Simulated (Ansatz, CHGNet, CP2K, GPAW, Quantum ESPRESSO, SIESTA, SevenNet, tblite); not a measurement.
## Random cubic perovskite-type alloy of BaTiO3 and PbTiO3 (40 atoms) in CP2K

Aim: run random cubic perovskite-type alloy of BaTiO3 and PbTiO3 (40 atoms) in CP2K and see how near its forces come to a plane-wave reference, and at what cost.

Main program and level: CP2K 2026.2; the method is named at each step.

## 1. The starting structure

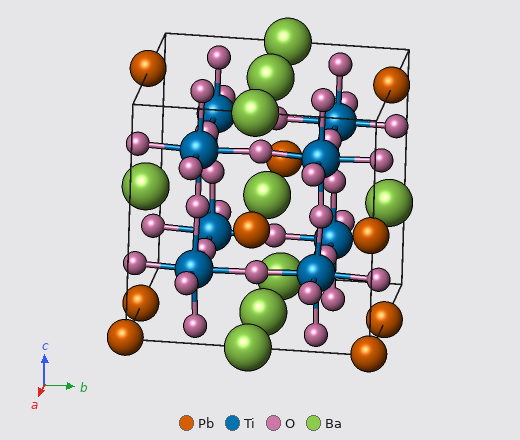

The starting structure, seen slightly off an axis (lead orange, titanium blue, oxygen pink, barium green). Some periodic images of atoms are drawn too.

The yardstick, on the same geometry:

- method: Kohn-Sham DFT, PBE, PAW, plane waves (Ansatz 0.2.0); cutoff 420 eV, Γ point, fermi-dirac smearing of 0.05 eV; PAW set soft_2
- r.m.s. force component: 0.5212 eV/Å
- longest force: 2.229 eV/Å
- pressure: 3.394 GPa
- gap (highest filled to lowest empty level): 1.42 eV
- SCF cycles: 8
- time: 2.6 s on 8 threads of Arm Neoverse V2, shared host
- CPU time: 13 s

## 2. PBE, DZVP-MOLOPT-SR, 800/50 Ry, diagonalisation

Method: Kohn-Sham DFT, PBE, GTH-PBE pseudopotentials, Gaussian and plane waves, DZVP-MOLOPT-SR-GTH, diagonalisation.

input.inp reads:

```
&GLOBAL
  PROJECT cell
  RUN_TYPE ENERGY_FORCE
  PRINT_LEVEL LOW
&END GLOBAL
&FORCE_EVAL
  METHOD QS
  STRESS_TENSOR ANALYTICAL
  &DFT
    BASIS_SET_FILE_NAME BASIS_MOLOPT
    POTENTIAL_FILE_NAME GTH_POTENTIALS
    &MGRID
      CUTOFF 800
      REL_CUTOFF 50
      NGRIDS 5
    &END MGRID
    &QS
      EPS_DEFAULT 1.0E-12
    &END QS
    &SCF
      SCF_GUESS ATOMIC
      EPS_SCF 1.0E-06
      MAX_SCF 200
      ADDED_MOS 14
      &DIAGONALIZATION
        ALGORITHM STANDARD
      &END DIAGONALIZATION
      &SMEAR ON
        METHOD FERMI_DIRAC
        ELECTRONIC_TEMPERATURE [K] 580
      &END SMEAR
      &MIXING
        METHOD BROYDEN_MIXING
        ALPHA 0.3
        NBROYDEN 8
      &END MIXING
      &PRINT
        &RESTART OFF
        &END RESTART
      &END PRINT
    &END SCF
    &XC
      &XC_FUNCTIONAL PBE
      &END XC_FUNCTIONAL
    &END XC
    &PRINT
      &MULLIKEN ON
      &END MULLIKEN
      &LOWDIN ON
      &END LOWDIN
      &MO ON
        EIGENVALUES T
        OCCUPATION_NUMBERS T
        MO_INDEX_RANGE 137 160
        &EACH
          QS_SCF 0
        &END EACH
        ADD_LAST NUMERIC
      &END MO
    &END PRINT
  &END DFT
  &SUBSYS
    &CELL
      A 7.97000 0.00000 0.00000
      B 0.00000 7.97000 0.00000
      C 0.00000 0.00000 7.97000
    &END CELL
    &COORD
      SCALED
      Pb 0.99432 0.99781 0.00549
      Ti 0.26314 0.24990 0.25064
      O 0.25613 0.25370 0.99204
      O 0.00210 0.24291 0.25572
      O 0.25448 0.00539 0.25688
      Pb 0.99299 0.99169 0.50889
      Ti 0.24573 0.24891 0.74954
      O 0.25321 0.24156 0.50303
      O 0.99630 0.24468 0.74413
      O 0.25259 0.98917 0.75009
      Ba 0.00045 0.50223 0.99963
      Ti 0.24658 0.74452 0.24683
      O 0.25182 0.75171 0.99592
      O 0.99625 0.74958 0.24756
      O 0.25367 0.50309 0.25076
      Pb 0.99603 0.50200 0.49913
      Ti 0.23788 0.74598 0.74545
      O 0.25870 0.74152 0.49872
      O 0.99511 0.74786 0.75195
      O 0.23996 0.49517 0.74551
      Pb 0.50126 0.99574 0.00168
      Ti 0.76004 0.24196 0.24193
      O 0.75933 0.25326 0.00116
      O 0.49538 0.24786 0.24453
      O 0.75447 0.99842 0.24873
      Ba 0.50240 0.00079 0.49992
      Ti 0.75547 0.24707 0.74861
      O 0.74985 0.24775 0.50664
      O 0.49162 0.24321 0.74306
      O 0.76037 0.99538 0.75922
      Ba 0.49584 0.49812 0.99670
      Ti 0.74933 0.74068 0.25637
      O 0.75444 0.74860 0.99630
      O 0.50128 0.74619 0.25313
      O 0.74722 0.49717 0.24334
      Ba 0.49596 0.49904 0.49611
      Ti 0.74876 0.74597 0.74409
      O 0.75772 0.75586 0.50193
      O 0.49706 0.74862 0.74667
      O 0.74422 0.49884 0.75612
    &END COORD
    &KIND Pb
      BASIS_SET DZVP-MOLOPT-SR-GTH-q4
      POTENTIAL GTH-PBE-q4
    &END KIND
    &KIND Ti
      BASIS_SET DZVP-MOLOPT-SR-GTH-q12
      POTENTIAL GTH-PBE-q12
    &END KIND
    &KIND O
      BASIS_SET DZVP-MOLOPT-SR-GTH-q6
      POTENTIAL GTH-PBE-q6
    &END KIND
    &KIND Ba
      BASIS_SET DZVP-MOLOPT-SR-GTH-q10
      POTENTIAL GTH-PBE-q10
    &END KIND
  &END SUBSYS
  &PRINT
    &FORCES ON
    &END FORCES
    &STRESS_TENSOR ON
    &END STRESS_TENSOR
  &END PRINT
&END FORCE_EVAL
```

Launch:

```console
$ OMP_NUM_THREADS=1 mpirun -np 4 cp2k.psmp -i input.inp > output.txt
```

Numbers of over 12 decimals in the logs are rounded to 6 here.

What it wrote:

```text
CP2K| version string:                                       CP2K version 2026.2
 CP2K| Input file name                                                 input.inp
 GLOBAL| Basis set file name                                        BASIS_MOLOPT
 GLOBAL| Potential file name                                      GTH_POTENTIALS
 GLOBAL| Run type                                                   ENERGY_FORCE
 GLOBAL| Total number of message passing processes                             4
 GLOBAL| Number of threads for this process                                    1
 TOTAL NUMBERS AND MAXIMUM NUMBERS
  Total number of            - Atomic kinds:                                   4
                             - Atoms:                                         40
                             - Shell sets:                                    40
                             - Shells:                                       228
                             - Primitive Cartesian functions:                212
                             - Cartesian basis functions:                    700
                             - Spherical basis functions:                    628
  Maximum angular momentum of- Orbital basis functions:                        3
                             - Local part of the GTH pseudopotential:          2
                             - Non-local part of the GTH pseudopotential:      4
 SCF PARAMETERS         Density guess:                                    ATOMIC
                        max_scf:                                             200
                        eps_scf:                                        1.00E-06
                        added MOs                                        14    0
                        Mixing method:                            BROYDEN_MIXING
                                                charge density mixing in g-space
                        Smear method:                                FERMI_DIRAC
                        Electronic temperature [K]:                        580.0
                        Electronic temperature [a.u.]:                  1.84E-03
                        Accuracy threshold:                             1.00E-10
 Extrapolation method: initial_guess
 Number of electrons:                                                        296
 Number of occupied orbitals:                                                148
 Number of molecular orbitals:                                               162
 Number of orbital functions:                                                628
 Number of independent orbital functions:                                    628
 SCF WAVEFUNCTION OPTIMIZATION
  Step     Update method      Time    Convergence         Total energy    Change
     1 NoMix/Diag. 0.30E+00    1.9     1.95840139      -972.1380125995 -9.72E+02
     2 Broy./Diag. 0.30E+00    2.6     0.40998821      -943.4111677548  2.87E+01
     3 Broy./Diag. 0.30E+00    2.6     0.10674570      -967.5388379828 -2.41E+01
     4 Broy./Diag. 0.30E+00    2.6     0.08362178      -969.2667805833 -1.73E+00
     5 Broy./Diag. 0.30E+00    2.6     0.07618108      -969.6226710997 -3.56E-01
     6 Broy./Diag. 0.30E+00    2.6     0.00903017      -969.3827876925  2.40E-01
     7 Broy./Diag. 0.30E+00    2.6     0.00322638      -968.6802305802  7.03E-01
[...]
14 Broy./Diag. 0.30E+00    2.6     0.00000712      -968.5797848917 -3.86E-07
    15 Broy./Diag. 0.30E+00    2.6     0.00000211      -968.5798595730 -7.47E-05
    16 Broy./Diag. 0.30E+00    2.6     0.00000055      -968.5798729623 -1.34E-05
  *** SCF run converged in    16 steps ***
  Electronic density on regular grids:       -296.0000000000        0.0000000000
  Core density on regular grids:              295.9999999998       -0.0000000002
  Total charge density on r-space grids:       -0.0000000002
  Total charge density g-space grids:          -0.0000000002
  Overlap energy of the core charge distribution:               1.01e-12
  Self energy of the core charge distribution:              -2090.018062
  Core Hamiltonian energy:                                    546.504686
  Hartree energy:                                             737.561463
  Exchange-correlation energy:                               -162.627960
  Electronic entropic energy:                                  -3.45819e-07
  Fermi energy:                                                 0.295844
  Total energy:                                              -968.579873
  Total energy (extrapolated to T->0):                       -968.579873
 MO| EIGENVALUES AND OCCUPATION NUMBERS
 MO|
 MO|  Index      Eigenvalue [a.u.]        Eigenvalue [eV]             Occupation
 MO|    137               0.241970               6.584343               2.000000
 MO|    138               0.247701               6.740284               2.000000
 MO|    139               0.250052               6.804269               2.000000
 MO|    140               0.251640               6.847478               2.000000
 MO|    141               0.251943               6.855717               2.000000
 MO|    142               0.262469               7.142135               2.000000
[...]
MO|    158               0.381829              10.390108               0.000000
 MO|    159               0.382854              10.417986               0.000000
 MO|    160               0.383343              10.431303               0.000000
 MO| Sum:                                                             296.000000
 MO| E(Fermi):            0.295844 a.u.          8.050331 eV
 !-----------------------------------------------------------------------------!
                     Mulliken Population Analysis
 #  Atom  Element  Kind  Atomic population                           Net charge
       1     Pb       1          2.814932                              1.185068
       2     Ti       2         11.356774                              0.643226
       3     O        3          6.663281                             -0.663281
       4     O        3          6.626694                             -0.626694
       5     O        3          6.638861                             -0.638861
       6     Pb       1          2.802437                              1.197563
[...]
# Total charge                            296.000000                 -0.000000
 !-----------------------------------------------------------------------------!
 LOWDIN POPULATION ANALYSIS
 #  Atom  Element  Kind  Atomic population                           Net charge
[...]
38     O        3          6.552497                             -0.552497
      39     O        3          6.614868                             -0.614868
      40     O        3          6.605366                             -0.605366
 # Total charge                            296.000000                 -0.000000
 ENERGY| Total FORCE_EVAL ( QS ) energy [hartree]           -968.579854
 FORCES| Atomic forces [hartree/bohr]
 FORCES|   Atom     x               y               z               |f|
 FORCES|      1  1.61846626E-03 -3.93617797E-03 -2.24727848E-03   4.81281525E-03
 FORCES|      2 -3.95458011E-03 -3.67939001E-02 -9.75419275E-04   3.70186606E-02
 FORCES|      3 -1.13873836E-02 -3.59593958E-03  1.31193018E-02   1.77403316E-02
 FORCES|      4 -2.43463179E-02  1.09128666E-02 -1.04460360E-03   2.67006563E-02
 FORCES|      5 -5.92607237E-03 -2.58820890E-03 -4.82489885E-03   8.06825929E-03
 FORCES|      6  9.19925804E-03  1.16160093E-02 -4.94541291E-03   1.56209836E-02
[...]
FORCES|     38  2.81013393E-03  4.95486678E-04 -9.11440926E-03   9.55064479E-03
 FORCES|     39  1.93219130E-02 -2.71506124E-03  3.30508816E-03   1.97896813E-02
 FORCES|     40  4.73653395E-03 -2.32546223E-03 -4.39768821E-04   5.29489613E-03
 FORCES| Sum    -1.56029561E-03 -1.33453397E-04  3.81096764E-04
 FORCES| Total atomic force                                       1.61169691E-03
 STRESS| Analytical stress tensor [bar]
 STRESS|                        x                   y                   z
 STRESS|      x        4.50947310544E+04   1.17118128992E+03  -3.33833909561E+02
 STRESS|      y        1.17118128992E+03   4.07747816827E+04   2.89779476136E+02
 STRESS|      z       -3.33833909561E+02   2.89779476136E+02   5.13031823876E+04
 STRESS| 1/3 Trace                                             4.57242317082E+04
```

It took 52 s on 4 MPI ranks of Arm Neoverse V2, shared host; peak memory 3.7 GiB.

Banners, paths, timers and routine set-up lines are dropped from the logs unmarked, and long logs keep their key lines alone; longer cuts are marked.

Against the reference:

- r.m.s. force component: 0.5515 eV/Å
- r.m.s. difference of force components: 42.45 meV/Å
- longest difference of force vectors: 204.9 meV/Å
- force difference over r.m.s. force: 8.146 %
- slope of forces against the reference's: 1.056
- correlation of force components: 0.9985
- gap (highest filled to lowest empty level): 1.356 eV
- gap difference: -0.0644 eV
- pressure: 4.572 GPa
- pressure difference: 1.179 GPa

Length of the force difference by element (eV/Å):

```tsv
element	atoms	mean	most
Ba	4	0.064	0.10
O	24	0.053	0.089
Pb	4	0.030	0.055
Ti	8	0.11	0.20
```

Levels nearest the highest filled one (eV from it): -0.79, -0.63, -0.57, -0.53, -0.52, -0.23, -0.17, -0.13, -0.10, -0.04, -0.01, 0.00, 1.36, 1.37, 1.39, 1.48, 1.51, 1.53, 2.92, 2.96, 3.00, 3.02, 3.05, 3.06.

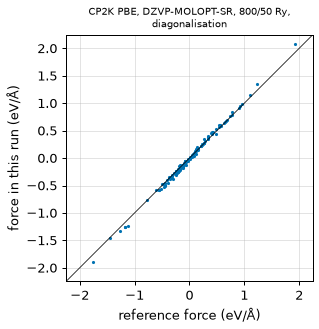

Force components against those of the reference; the line marks equality.

The surroundings of Pb6, one of the 4 Pb atoms, nearest first, numbered as they follow in the input and with coordinates relative to it.

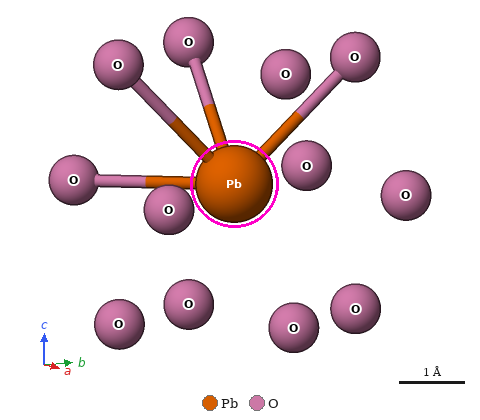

The atoms of the table, within 2.9 Å (arrows a, b, c point along x, y, z); some may hide others; the central atom is ringed.

```tsv
atom	x	y	z	distance (Å)	Mulliken charge (e)	Fx	Fy	Fz (eV/Å)
Pb6	0.00	0.00	0.00	0.00	1.20	0.47	0.60	-0.25
O38	-1.88	-1.88	-0.06	2.66	-0.65	0.14	0.03	-0.47
O30	-1.85	0.03	2.00	2.72	-0.65	-0.36	0.58	0.16
O19	0.02	-1.94	1.94	2.74	-0.62	0.78	-0.24	-0.18
O9	0.03	2.02	1.87	2.75	-0.61	-0.33	-0.08	0.03
O25	-1.90	0.05	-2.07	2.81	-0.64	-0.48	0.85	0.01
O28	-1.94	2.04	-0.02	2.81	-0.66	-0.27	0.36	-0.15
O10	2.07	-0.02	1.92	2.82	-0.63	-0.49	-0.21	-0.08
O14	0.03	-1.93	-2.08	2.84	-0.64	0.66	0.13	0.13
O4	0.07	2.00	-2.02	2.84	-0.63	-1.25	0.56	-0.05
O8	2.07	1.99	-0.05	2.88	-0.65	-0.38	0.52	-0.59
O5	2.08	0.11	-2.01	2.90	-0.64	-0.30	-0.13	-0.25
O18	2.12	-1.99	-0.08	2.91	-0.65	-0.24	0.18	-0.37
```

Forces lie 8.1 % from the reference's, at 16 times its CPU time (on 4 against 8 cores).

## 3. PBE, TZVP-UZH, 800/50 Ry, diagonalisation

Method: Kohn-Sham DFT, PBE, GTH-PBE pseudopotentials, Gaussian and plane waves, TZVP-MOLOPT (UZH set), diagonalisation.

Changes to input.inp since step 2:

```diff
@@ -9,4 +9,4 @@
   &DFT
-    BASIS_SET_FILE_NAME BASIS_MOLOPT
-    POTENTIAL_FILE_NAME GTH_POTENTIALS
+    BASIS_SET_FILE_NAME BASIS_MOLOPT_UZH
+    POTENTIAL_FILE_NAME POTENTIAL_UZH
     &MGRID
@@ -68,7 +68,30 @@
     &COORD
-      SCALED
-[... 40 atom lines left out: the same atoms as in the first run ...]
+      Pb 7.92473 7.95255 0.04376
+      Ti 2.09723 1.99170 1.99760
+      O 2.04136 2.02199 7.90656
+      O 0.01674 1.93599 2.03809
+      O 2.02821 0.04296 2.04733
+      Pb 7.91413 7.90377 4.05585
+      Ti 1.95847 1.98381 5.97383
+      O 2.01808 1.92523 4.00915
+      O 7.94051 1.95010 5.93072
+      O 2.01314 7.88368 5.97822
+      Ba 0.00359 4.00277 7.96705
+      Ti 1.96524 5.93382 1.96724
+      O 2.00701 5.99113 7.93748
+      O 7.94011 5.97415 1.97305
+      O 2.02175 4.00963 1.99856
+      Pb 7.93836 4.00094 3.97807
+      Ti 1.89590 5.94546 5.94124
+      O 2.06184 5.90991 3.97480
+      O 7.93103 5.96044 5.99304
+      O 1.91248 3.94650 5.94171
+[... 16 atom lines left out ...]
+      Ti 5.96762 5.94538 5.93040
+      O 6.03903 6.02420 4.00038
+      O 3.96157 5.96650 5.95096
+      O 5.93143 3.97575 6.02628
     &END COORD
     &KIND Pb
-      BASIS_SET DZVP-MOLOPT-SR-GTH-q4
+      BASIS_SET TZVP-MOLOPT-PBE-GTH-q4
       POTENTIAL GTH-PBE-q4
@@ -76,3 +99,3 @@
     &KIND Ti
-      BASIS_SET DZVP-MOLOPT-SR-GTH-q12
+      BASIS_SET TZVP-MOLOPT-PBE-GTH-q12
       POTENTIAL GTH-PBE-q12
@@ -80,3 +103,3 @@
     &KIND O
-      BASIS_SET DZVP-MOLOPT-SR-GTH-q6
+      BASIS_SET TZVP-MOLOPT-PBE-GTH-q6
       POTENTIAL GTH-PBE-q6
@@ -84,3 +107,3 @@
     &KIND Ba
-      BASIS_SET DZVP-MOLOPT-SR-GTH-q10
+      BASIS_SET TZVP-MOLOPT-PBE-GTH-q10
       POTENTIAL GTH-PBE-q10
```

What it wrote:

```text
CP2K| version string:                                       CP2K version 2026.2
 CP2K| Input file name                                                 input.inp
 GLOBAL| Basis set file name                                    BASIS_MOLOPT_UZH
 GLOBAL| Potential file name                                       POTENTIAL_UZH
 GLOBAL| Run type                                                   ENERGY_FORCE
 GLOBAL| Total number of message passing processes                             4
 GLOBAL| Number of threads for this process                                    1
 TOTAL NUMBERS AND MAXIMUM NUMBERS
  Total number of            - Atomic kinds:                                   4
                             - Atoms:                                         40
[... lines left out ...]
                        Smear method:                                FERMI_DIRAC
[... lines left out ...]
 Number of electrons:                                                        296
[... lines left out ...]
  Step     Update method      Time    Convergence         Total energy    Change
[... lines left out ...]
  *** SCF run converged in    18 steps ***
[... lines left out ...]
  Fermi energy:                                                 0.294945
  Total energy:                                              -967.272437
  Total energy (extrapolated to T->0):                       -967.272436
[... lines left out ...]
 MO| E(Fermi):            0.294945 a.u.          8.025852 eV
[... lines left out ...]
       1     Pb       1          2.685624                              1.314376
       2     Ti       2         10.531654                              1.468346
       3     O        3          6.986507                             -0.986507
[...]
# Total charge                            296.000000                 -0.000000
 !-----------------------------------------------------------------------------!
 LOWDIN POPULATION ANALYSIS
 #  Atom  Element  Kind  Atomic population                           Net charge
[...]
39     O        3          5.763641                              0.236359
      40     O        3          5.716596                              0.283404
 # Total charge                            296.000000                 -0.000000
 ENERGY| Total FORCE_EVAL ( QS ) energy [hartree]           -967.272434
 FORCES| Atomic forces [hartree/bohr]
 FORCES|   Atom     x               y               z               |f|
 FORCES|      1  2.26374966E-03 -3.97900445E-03 -2.35190864E-03   5.14669925E-03
 FORCES|      2 -4.03789600E-03 -3.45159094E-02 -7.24796260E-04   3.47588541E-02
 FORCES|      3 -1.09589555E-02 -3.13892770E-03  1.35436129E-02   1.77025711E-02
[...]
FORCES|     39  1.86109872E-02 -2.63135695E-03  3.33607965E-03   1.90898484E-02
 FORCES|     40  4.57976945E-03 -2.52592862E-03 -8.88725569E-05   5.23091789E-03
 FORCES| Sum    -1.58577572E-03 -1.94356986E-04  3.87323373E-04
 FORCES| Total atomic force                                       1.64392174E-03
 STRESS| Analytical stress tensor [bar]
 STRESS|                        x                   y                   z
 STRESS|      x        4.93138830447E+04   1.11490898164E+03  -2.48788252372E+02
 STRESS|      y        1.11490898164E+03   4.47998765201E+04   3.34271150191E+02
 STRESS|      z       -2.48788252372E+02   3.34271150191E+02   5.49610460064E+04
 STRESS| 1/3 Trace                                             4.96916018570E+04
```

The job ended after 77 s (4 MPI ranks; peak memory 4.9 GiB).

Numbers from this run, and their distance from the reference:

- r.m.s. force component: 0.5322 eV/Å
- r.m.s. difference of force components: 22.86 meV/Å
- longest difference of force vectors: 85.12 meV/Å
- force difference over r.m.s. force: 4.386 %
- slope of forces against the reference's: 1.02
- correlation of force components: 0.9993
- gap (highest filled to lowest empty level): 1.293 eV
- gap difference: -0.1273 eV
- pressure: 4.969 GPa
- pressure difference: 1.575 GPa

Against the first run (8.1 %), the force difference from the reference is 4.4 %, at 1.5 times the CPU time, with 864 basis functions against 628; this set comes with other potentials too, so the change isn't the basis's alone.

(Continued in part 2 of 2.)

[Also dropped from logs without a mark: logging warnings of Python, and SIESTA's first energy breakdown and zero terms.]

[Logs are printed without paths, hosts, clocks, repeated set-up lines and the standing remarks that a program may print on its own settings, such as how far it seeks lower states.]

[Hosts, paths, dates, database ids (printed as entryN), source tags and the programs' standing remarks are cut or masked in the printed files.]
